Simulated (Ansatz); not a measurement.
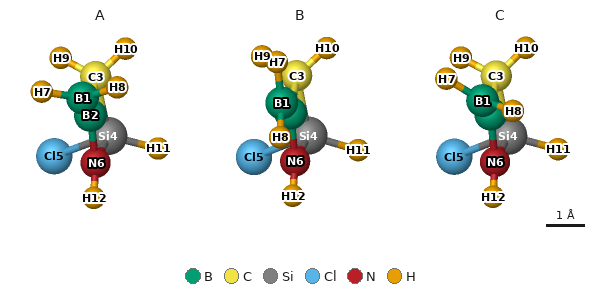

3 geometries from a converged minimum-energy path of CH6B2ClNSi, shuffled. The picture is a ball-and-stick view, seen from a free direction.

Theory: RKS r2SCAN-D4/6-31G in Ansatz. Settings: 5 movable images; climbing image; force threshold 0.03 eV/Å; iteration limit 28; starting path by image-dependent pair potential.

Q: One of them is the converged climbing image. Which?

A: B. In order along the path, whose images run from 0 to 6: B (image 3, +0.243 eV), C (image 5, +0.066 eV), A (image 6, 0.000 eV). The motion is a rotation about the B1–B2 bond by about 180°. No bond forms or breaks between the ends. Among the angles between lasting bonds that change up to the highest image: B1–B2–N6 134.4° → 125.5°, B1–B2–C3 124.0° → 132.8°.

Limits of the set-up: the basis has no polarisation functions, which atoms past neon need.
